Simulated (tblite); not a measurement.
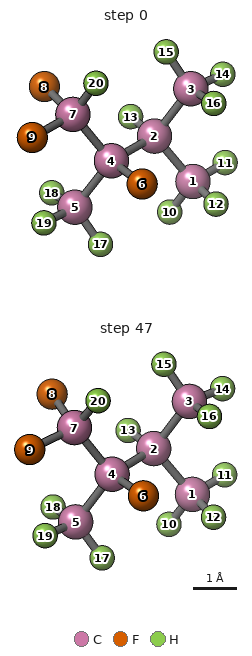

The structure of C$_{6}$H$_{11}$F$_{3}$ before (top) and after (bottom) a relaxation, at one scale.

A ball-and-stick model, seen at a tilt.

All numbers below come from GFN2-xTB geometry optimisation, gas phase (tblite). 

> Summarise the run.

After 47 geometry steps the energy has fallen by 0.087 eV. The atom that moves furthest after the best rigid fit is F8 (0.22 Å). Largest moves by element: F 0.22 Å, H 0.15 Å, C 0.05 Å. Among the contacts that change: C4–F6 1.365 → 1.392 Å, C1–H11 1.105 → 1.087 Å, C2–C4 1.560 → 1.545 Å, C1–C2 1.519 → 1.529 Å. Among the angles between lasting bonds that change: H17–C5–H19 105.1° → 108.3°, F6–C4–C7 108.1° → 105.1°, C3–C2–H13 106.3° → 108.9°. Cost: 0.31 s on 1 thread of Arm Neoverse V1, with other jobs on the host.
